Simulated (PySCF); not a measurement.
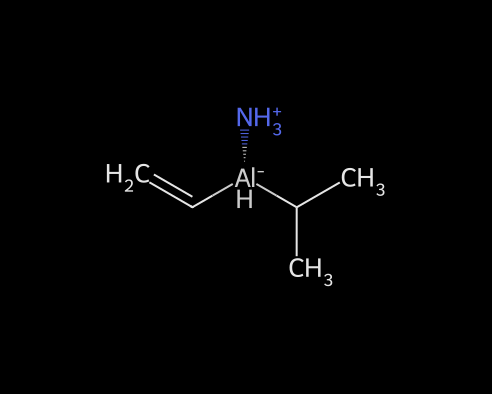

Question: Give its SMILES.

Answer: C=[CH][Al@H-]([NH3+])[CH](C)C

Question: What is the molecular formula?

Answer: C5H14AlN.

Question: An optimisation with PBE0-D3(BJ)/def2-SVP gave a structure of which point group?

Answer: C1.

More results for the same structure follow; atom numbers are the same in all pictures, views and colours differ. Computed geometry: PBE0-D3(BJ)/def2-SVP optimisation. No frequency run is at hand to confirm it as a minimum.

### Geometry

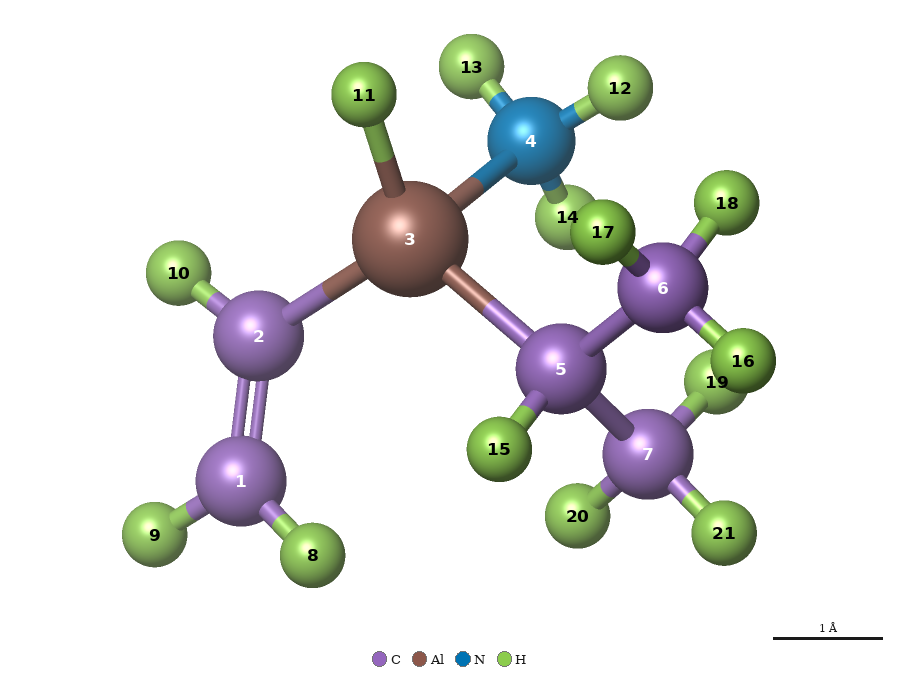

No frequency run is at hand to confirm it as a minimum.

List the bonds and their lengths. Leave out bonds to hydrogen.

| bond | length (Å) |
| --- | --- |
| C1–C2 | 1.343 |
| C2–Al3 | 1.980 |
| Al3–N4 | 2.076 |
| Al3–C5 | 1.999 |
| C5–C6 | 1.528 |
| C5–C7 | 1.530 |

### Excitation

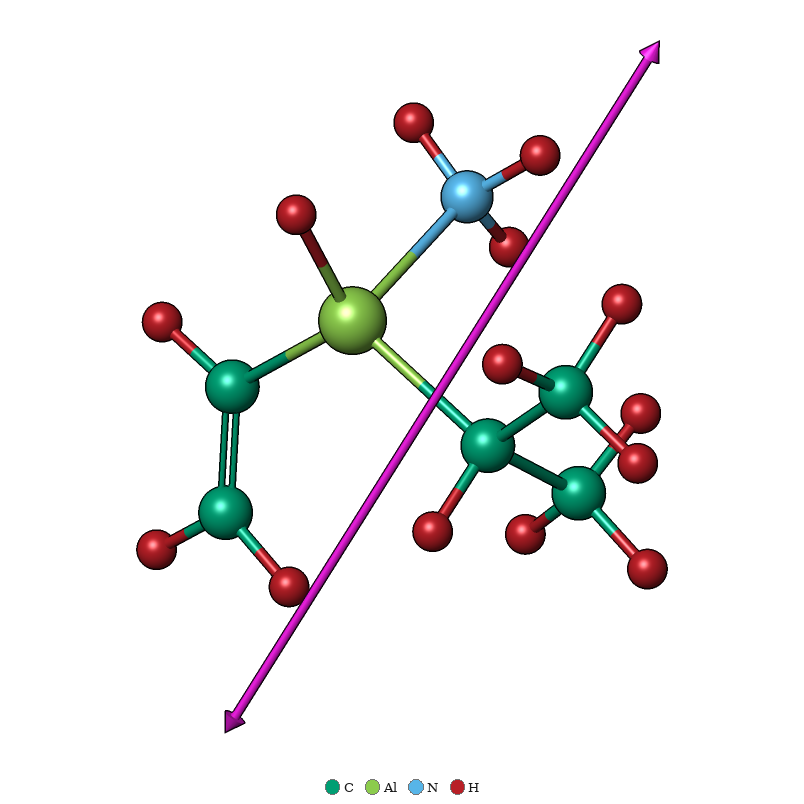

The double arrow shows the direction of the transition dipole to excited singlet state 4 (its length means nothing). No frequency run is at hand to confirm it as a minimum. Method: TDDFT ωB97X-D/def2-SVPD, vertical, gas phase, core orbitals frozen in the response (PySCF 2.14.0).

Question: Where does the transition lie, and how strong is it?

Answer: 6.70 eV (185 nm), oscillator strength 0.14, of mixed character, with the largest part HOMO−1 → LUMO (weight 0.37); transition dipole 2.31 D.

### Quadrupole coupling

No frequency run is at hand to confirm it as a minimum. Electric field gradients from the ground-state density, PBE0/pcSseg-1 (PySCF 2.14.0), non-relativistic apart from any core potentials.

Give the largest field-gradient component, the quadrupole coupling constant and the asymmetry for 27Al at Al3 (Q = 146.6 mb), 14N at N4 (Q = 20.44 mb), 2H at H8 (Q = 2.86 mb), 2H at H9 (Q = 2.86 mb).

```tsv
atom	V_zz (a.u.)	e²qQ/h (MHz)	η
Al3	0.857	29.5	0.09
N4	−0.681	−3.27	0.03
H8	0.298	0.200	0.05
H9	0.298	0.200	0.04
```

### NMR shielding

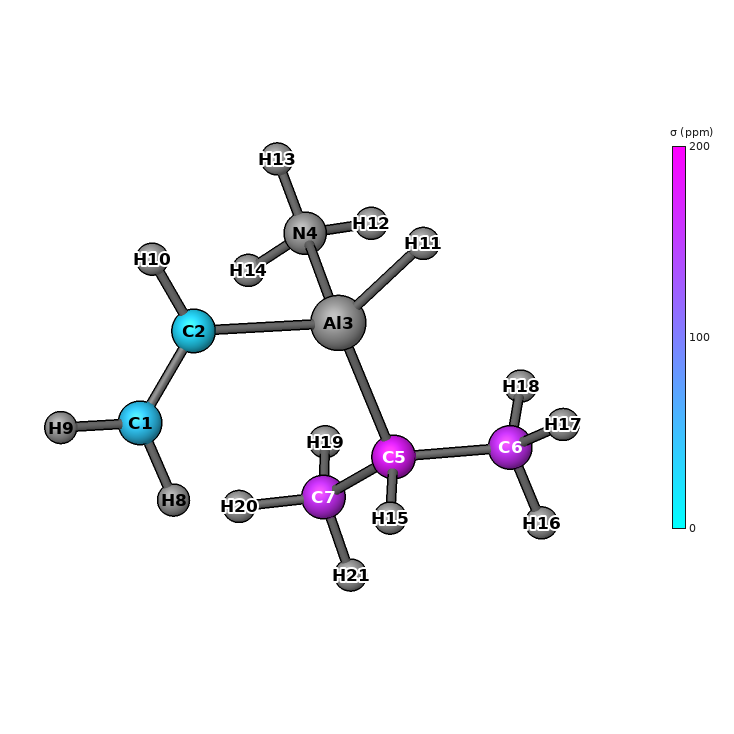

Atoms are coloured by their isotropic NMR shieldings (C only, the others grey). No frequency run is at hand to confirm it as a minimum. Level of theory: GIAO PBE0/pcSseg-1 NMR shielding, non-relativistic, gas phase (PySCF 2.14.0).

Question: Which C atom is the most shielded (lowest chemical shift)?

Answer: C5 (178.5 ppm).

Question: Which C atom is the least shielded (highest chemical shift)?

Answer: C2 (28.8 ppm).

Question: How wide is the range of C shifts?

Answer: 149.7 ppm.

Give the isotropic NMR shieldings of the C atoms atom by atom.

```tsv
atom	σ (ppm)
C1	38.6
C2	28.8
C5	178.5
C6	161.6
C7	162.1
```

### Core levels

No frequency run is at hand to confirm it as a minimum. Method: delta-SCF UKS SCAN, pcX-2 on the ionised atom, pcseg-1 elsewhere, spin-free X2C (PySCF 2.14.0).

Give the core-electron binding energies (to vacuum; p and d levels without spin–orbit splitting) of C1 1s, C2 1s, Al3 1s, Al3 2p, N4 1s, C5 1s, C6 1s, C7 1s.

```
atom  level  binding energy (eV)
  C1     1s                289.7
  C2     1s                288.9
 Al3     1s               1564.9
 Al3     2p                 78.5
  N4     1s                407.5
  C5     1s                288.9
  C6     1s                290.0
  C7     1s                290.1
```
